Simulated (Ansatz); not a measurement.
```xyz
8

Ga   -0.7135   -0.0958    0.8936
Cl    1.5509   -1.8522    0.3996
O    -1.1096    0.0527   -1.1349
C    -0.3701    1.0789   -0.7298
H     2.4002   -1.0754    1.0055
H    -1.6568   -1.3231    1.1925
H    -0.8228    2.0993   -0.6457
H     0.7215    1.1156   -0.9808
```

Level of theory: RKS PBE/def2-SVP (Ansatz).

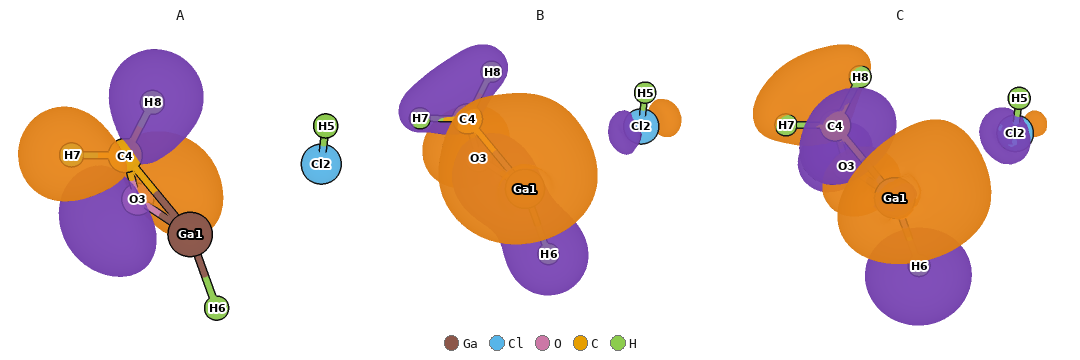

CH₃GaO···HCl. Three frontier orbitals at ±0.08 Å⁻³ᐟ² (orange and purple are the two phases), in no order.

Q: Which picture is the HOMO−1, the HOMO and the LUMO?

A: A is the HOMO−1 (−5.48 eV). Its weight (Hirshfeld) is mainly on O3 (about 70 %), C4 (about 10 %), H7 (about 10 %) and H8 (about 5 %); largely a lone pair of O3. B is the HOMO (−4.93 eV). It lies mainly on Ga1 (about 45 %), O3 (about 30 %) and C4 (about 15 %). C is the LUMO (−2.08 eV). Its weight (Hirshfeld) is mainly on Ga1 (about 35 %), C4 (about 25 %), O3 (about 15 %) and H6 (about 10 %).

Q: What is the HOMO–LUMO gap?

A: 2.85 eV between the orbital energies.
